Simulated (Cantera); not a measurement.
Charge: 1 mol BCl₃, 2.5 mol H₂, 1.9 mol O₂, at 1223.15 K.

These are equilibrium values from Cantera (NASA tables, ideal gas, pure condensed phases), not measurements of a reactor. Candidate condensed phases: B, B₂O₃, B₃O₃H₃, H₂O; 33 gas species. The tables' values for BOCl are old estimates; treat these amounts as uncertain. Gases not in the tables: H₃BO₃. Rates play no part.

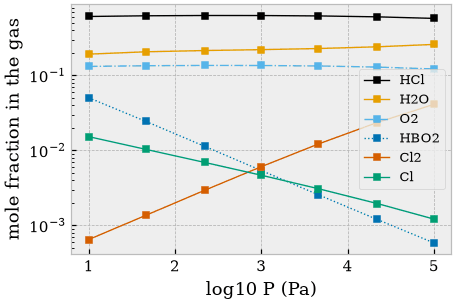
Figure. Equilibrium gas composition (values under 1e-9 drawn at 1e-9)

### Question
Read off the mole fractions at 1.00 bar.

### Answer
HCl about 0.58, H₂O about 0.26, O₂ about 0.12, Cl₂ about 0.041, Cl about 0.0012, HBO₂ about 0.00058.
